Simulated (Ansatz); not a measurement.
A bilayer cut from bulk SnSe2 (CdI2 type), in the bulk's stacking and in-plane cell, with 15 Å of vacuum. The upper layer (atoms 4 to 6) slides over the lower.

```yaml
crystal:
  lattice:
    - [3.82584, 0.00000, 0.00000]
    - [1.91292, 3.31327, 0.00000]
    - [0.00000, 0.00000, 24.38302]
  atoms:
    - { symbol: Se, position: [0.66667, 0.66667, 0.30759] }
    - { symbol: Sn, position: [0.00000, 0.00000, 0.37223] }
    - { symbol: Se, position: [0.33333, 0.33333, 0.43687] }
    - { symbol: Se, position: [0.66667, 0.66667, 0.56313] }
    - { symbol: Sn, position: [0.00000, 0.00000, 0.62777] }
    - { symbol: Se, position: [0.33333, 0.33333, 0.69241] }
```

In-plane vectors a = (3.826, 0.000) Å, b = (1.913, 3.313) Å, area 12.68 Å². The shift is s times the vector a + b (length 6.627 Å), so s = 1 restores the start. Atoms relax along the normal only. γ = [E(shift) − E(0)] / area.

Level of theory: r2SCAN+rVV10 (plane waves to 500 eV, PAW, scalar-relativistic; Ansatz, a program for electronic structure). k mesh 10×10×1 (Γ-centred), Fermi-Dirac smearing 0.05 eV. E is the zero-smearing estimate. SnSe2 was relaxed with its symmetry unable to fall. The zero of γ is zero shift.

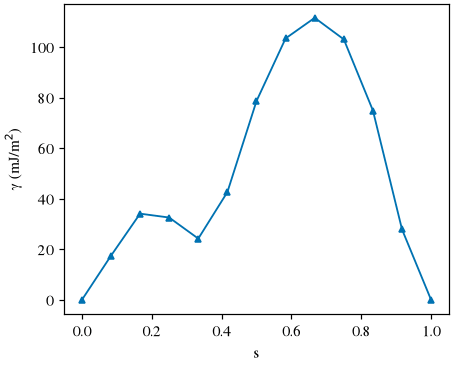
Figure. γ (mJ/m²) against s; one marker a computed point (the last repeats the first, one period on).

Question: Does γ have a local minimum between the ends of the line, and at which s?

Answer: s = 0.333.

Question: What is the highest γ among twelve even steps of s?

Answer: About 110 mJ/m².

Question: Which barrier is met on the easier way from s = 0 (or 1) to s = 0.333?

Answer: About 34 mJ/m².

Question: What is γ at the local minimum s = 0.333?

Answer: About 24 mJ/m².

(The slope of γ gives the shear force per area between the displaced halves; near zero shift its curvature is an elastic stiffness.)
